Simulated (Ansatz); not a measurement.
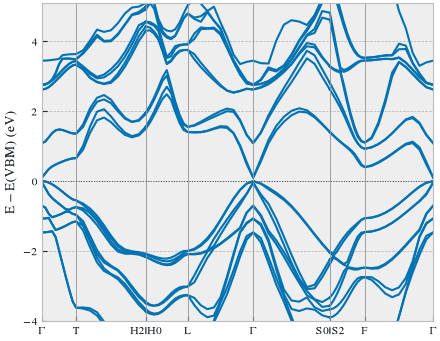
Figure. Band structure from DFT-PBEsol with spin–orbit coupling in the program Ansatz with PAW potentials

Task: Read off the gap and where the band edges lie.

Result: About 0.1 eV (0.09 eV by a search for the band edges); maximum at Γ, minimum at Γ.

The material is AlGaSb₂ in space group R3m (No. 160; Al on 3a, Ga on 3a, Sb on 3a, Sb on 3a).

The workflow started from a Materials Project entry (that database holds measured and hypothetical structures alike); the Crystallography Open Database copy checked does not list it. With Al and Ga taken as one species the cell has the higher symmetry F-43m, so it may be an ordered model of a mixed-site phase. Whether it is the stable phase at ambient conditions was not checked. The PBEsol relaxation kept the symmetry of its start; of distortions, only those at the zone centre were tested.

Potentials: the later of the program's two PAW sets.
